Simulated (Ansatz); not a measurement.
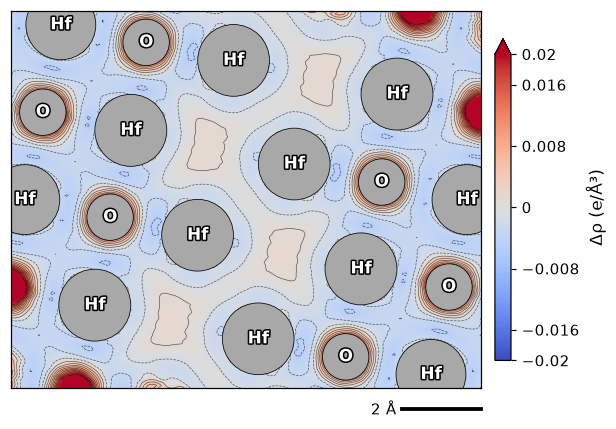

Hf5O3. Difference of the valence pseudo-densities of two functionals at the same geometry, on the (111) plane of the calculation cell: PBE less PBEsol.

Both computed with Ansatz (plane waves, PAW), on the same k-point mesh. Grey discs cover the atomic cores.

Q: What does the difference map show?

A: Against PBEsol, PBE gives a change of −0.005 e/Å³ at the midpoint of Hf–O and −0.005 e/Å³ at the midpoint of Hf–O.
